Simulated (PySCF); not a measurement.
C₄H₅NOS

| atom | x (Å) | y (Å) | z (Å) |
| --- | --- | --- | --- |
| O | -2.3385 | -0.5378 | -0.2251 |
| C | -1.4864 | 0.2510 | 0.5743 |
| C | -0.0406 | 0.0315 | 0.2626 |
| C | 0.7478 | 0.7315 | -0.6034 |
| N | 2.0147 | 0.2811 | -0.7386 |
| C | 2.2270 | -0.7490 | -0.0069 |
| S | 0.8706 | -1.2785 | 0.9368 |
| H | -2.1774 | -0.3379 | -1.1543 |
| H | -1.7177 | 1.3198 | 0.4513 |
| H | -1.7041 | -0.0407 | 1.6043 |
| H | 0.4428 | 1.5973 | -1.1637 |
| H | 3.1630 | -1.2688 | 0.0367 |

Geometry: GFN2-xTB.

Computed with PySCF, CAM-B3LYP/def2-SVPD, SCF density, gas phase.

### What will maps of the electron density and electron localisation function show?

C–N (1.28 Å): the density is about 2.8 e/Å³ at the midpoint; the ELF peaks at about 0.90 between the atoms, as expected for a covalent bond.
C–C (1.36 Å): ρ is about 2.2 e/Å³ halfway; the ELF peaks at about 0.95 between the atoms; localised, covalent bonding.
C–S (1.73 Å): ρ is about 1.4 e/Å³ halfway; the ELF peaks at about 0.90 between the atoms, as expected for localised, covalent bonding.
C–N (1.35 Å): the density is about 2.4 e/Å³ at the midpoint; the ELF peaks at about 0.95 between the atoms: a covalent bond.

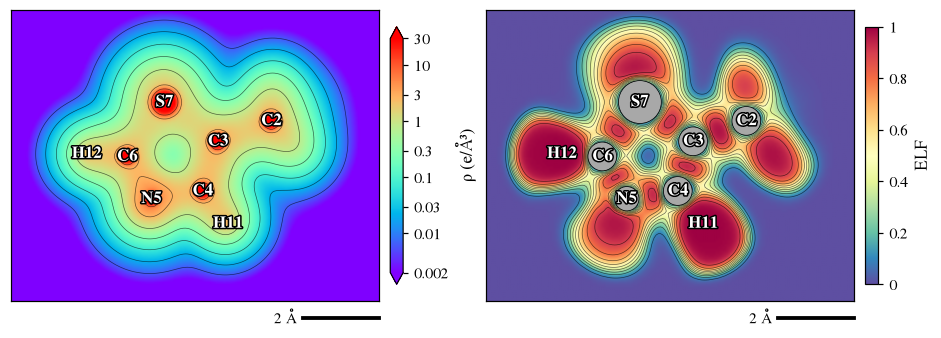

Computed electron density and electron localisation function on the plane of atoms C2, C3 and S7, in this order. Grey discs cover the atomic cores in the ELF map. 
